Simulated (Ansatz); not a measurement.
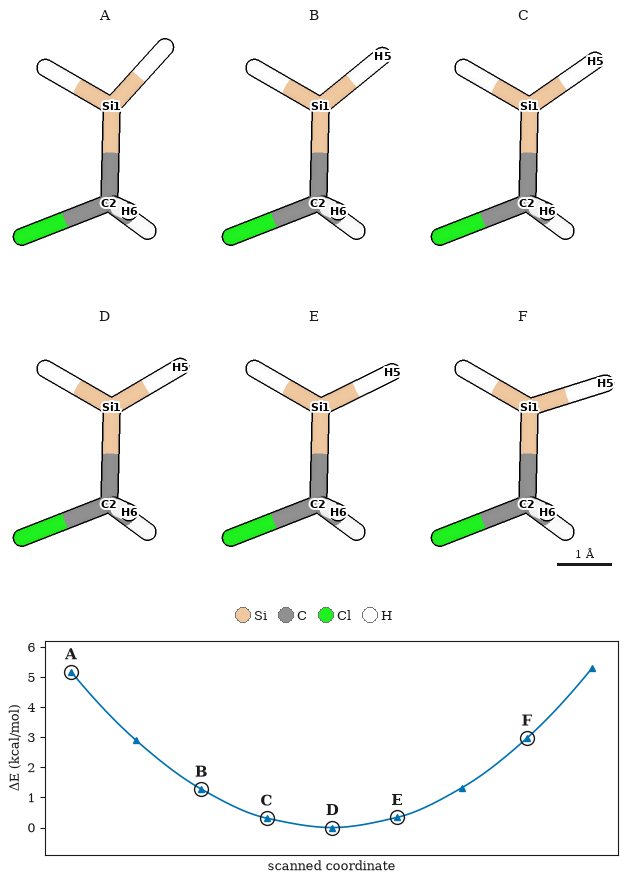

Frames of a one-coordinate scan of CH4ClSi (charge +1). Style: stick. Shown onto the plane of the angle, with a slight tilt.

Single-point energies from Ansatz with B3LYP-D4 in the def2-TZVPP basis, on geometries moved rigidly from the minimum at PBE0-D4/def2-TZVP. Energies are counted from the PBE0-D4/def2-TZVP minimum geometry at the same level.

Question: Which coordinate changes from frame to frame?

Answer: One H–Si–H angle is varied, with the rest of the molecule carried along rigidly. In the frames the angle is 101.2° (A), 110.2° (B), 114.7° (C), 119.2° (D), 123.7° (E), 132.7° (F). The lowest computed point lies at the angle 119.2° (0.00 kcal/mol). The curvature at the lowest point is about 4.6 eV/rad².
